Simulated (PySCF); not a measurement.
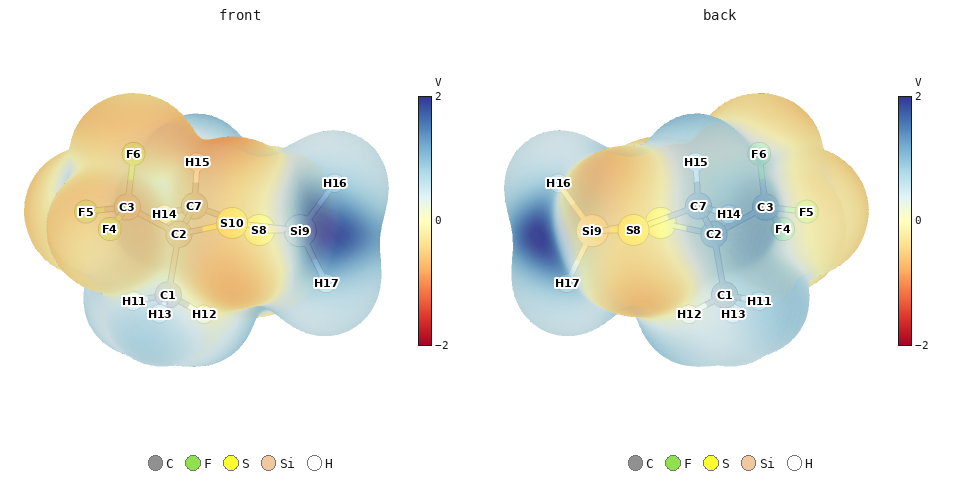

Figure 1: C₄H₇F₃S₂Si (SMILES C[C@]1(C(F)(F)F)CS[SiH2]S1). The electrostatic potential painted on the density surface at 0.002 e/bohr³, seen from the front and from behind; the colour scale runs from red (negative) to blue (positive).

Geometry: GFN2-xTB.

These are results of PBE0/pcSseg-1, SCF density, gas phase, non-relativistic (PySCF), not measurements.

```yaml
atoms:
  - { symbol: C, position_ang: [-1.0785, -1.0671, 0.5448] }
  - { symbol: C, position_ang: [-0.3585, 0.2080, 0.1252] }
  - { symbol: C, position_ang: [-1.3364, 1.3831, 0.2005] }
  - { symbol: F, position_ang: [-1.8843, 1.5306, 1.4083] }
  - { symbol: F, position_ang: [-2.3599, 1.2146, -0.6591] }
  - { symbol: F, position_ang: [-0.7740, 2.5534, -0.1223] }
  - { symbol: C, position_ang: [0.1845, 0.1409, -1.2977] }
  - { symbol: S, position_ang: [1.4952, -1.1116, -1.4677] }
  - { symbol: Si, position_ang: [2.5006, -0.6224, 0.3599] }
  - { symbol: S, position_ang: [1.0050, 0.6001, 1.3050] }
  - { symbol: H, position_ang: [-1.9530, -1.2269, -0.0847] }
  - { symbol: H, position_ang: [-0.4093, -1.9186, 0.4409] }
  - { symbol: H, position_ang: [-1.3971, -0.9922, 1.5823] }
  - { symbol: H, position_ang: [-0.6063, -0.1441, -1.9927] }
  - { symbol: H, position_ang: [0.5942, 1.1061, -1.5995] }
  - { symbol: H, position_ang: [3.6695, 0.2080, 0.1394] }
  - { symbol: H, position_ang: [2.7012, -1.8496, 1.1074] }
```

> Where is the surface potential most negative and most positive?

The most negative region (about −0.8 V) lies over F6 and S10, the most positive (about +1.9 V) over Si9.

> How polar is the molecule by this calculation?

Its dipole moment is 1.90 D.
